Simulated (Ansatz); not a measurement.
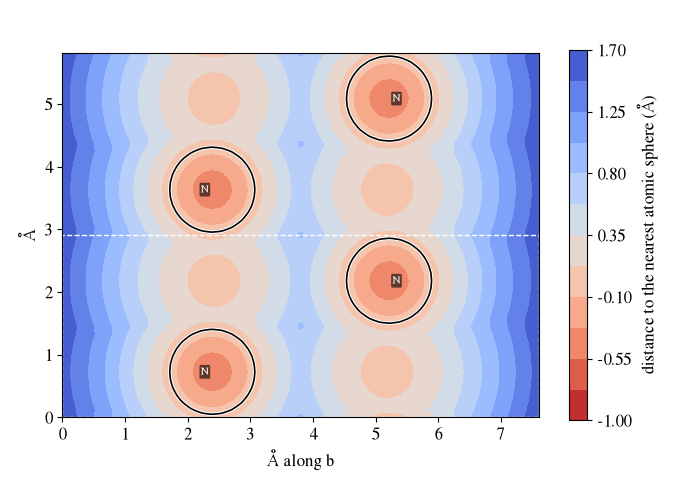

Map of the distance to the nearest atomic sphere in Si$_{3}$N$_{4}$ in space group P6_3/m, computed on the section x = 0.000 (parallel to b and c; the dashed line is one cell). The black line marks the spheres' surfaces; positive values are empty space; unlabelled circles belong to atoms above or below the section.

Hard-sphere model; covalent radii (Cordero): N 0.71 Å, Si 1.11 Å.

Origin of the cell: coordinates from a relaxation with Ansatz, DFT, PAW plane waves, r2scan.

Space group P6_3/m (No. 176). a = 7.606 Å, b = 7.606 Å, c = 2.906 Å, α = 90.00°, β = 90.00°, γ = 120.00°
```json
{"atom": "N", "site": "6h", "symmetry": "m..", "x": "0.3303", "y": "0.0313", "z": "0.2500"}
{"atom": "N", "site": "2c", "symmetry": "-6..", "x": "0.3333", "y": "0.6667", "z": "0.2500"}
{"atom": "Si", "site": "6h", "symmetry": "m..", "x": "0.1754", "y": "0.7694", "z": "0.2500"}
```

Where is the largest hole in this section, and how large is it?

At 0.000, 0.000, 0.000 (fractional), where the distance reaches 1.67 Å; it is enclosed by 6 Si + 6 N. It is the largest hole of the crystal.

How much of the crystal lies outside the spheres?

About 68 % of the cell's volume, and 87 % of this section's area.

What can pass through?

The largest sphere that fits anywhere has a diameter of 3.34 Å; the largest that can travel through the crystal, about 3.1 Å.
